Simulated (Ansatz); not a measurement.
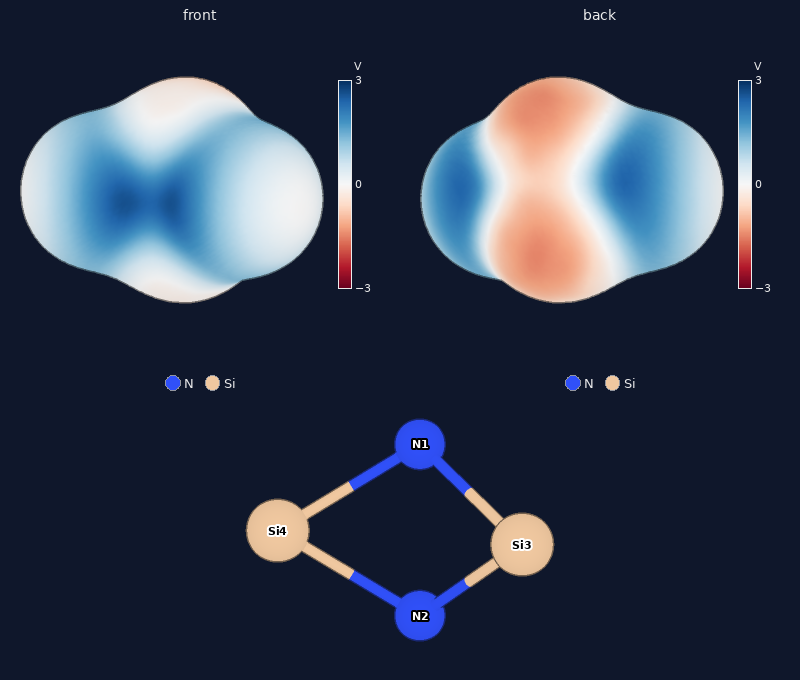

Figure 1: N$_{2}$Si$_{2}$ (SMILES N1=[Si]=N[Si]1). The molecular electrostatic potential painted on the density surface at 0.004 e/bohr³, seen from the front and from behind; the colour scale runs from red (negative) to blue (positive). The bare structure is drawn below in the same view.

Geometry: B3LYP-D4/def2-TZVP.

Level of theory: Ansatz 0.2.0, isolated molecule in a Gaussian basis; Kohn-Sham density functional theory, functional PBE0.

Input file:

```
crystal:
  periodic: [false, false, false]
  atoms:
    - {symbol: "N", position_ang: [0.544352, -1.285815, -0.781422]}
    - {symbol: N, position_ang: [0.349398, -0.350772, 0.770378]}
    - {symbol: Si, position_ang: [0.323675, -2.102841, 0.752981]}
    - {symbol: Si, position_ang: [1.593218, 0.063014, -0.392511]}
basis:
  gaussian:
    orbitals: def2-TZVPD
hamiltonian:
  xc: {name: PBE0}
output: {forces: true, orbitals: {seedname: orbitals}}
```

Command:

```sh
ansatz run input.yaml --threads 2 --pin off --max-ram 4350MiB --events-out events.jsonl --progress --plain --runs-dir runs
```

**Which sites attract a positive test charge, and which a negative one?**

A positive charge is drawn to the negative regions and a negative charge to the positive ones. The most negative region (about −1.4 V) lies over N1 and N2, the most positive (about +2.6 V) over Si3 and Si4.

**What dipole moment does the calculation give?**

Its dipole moment is 1.13 D.
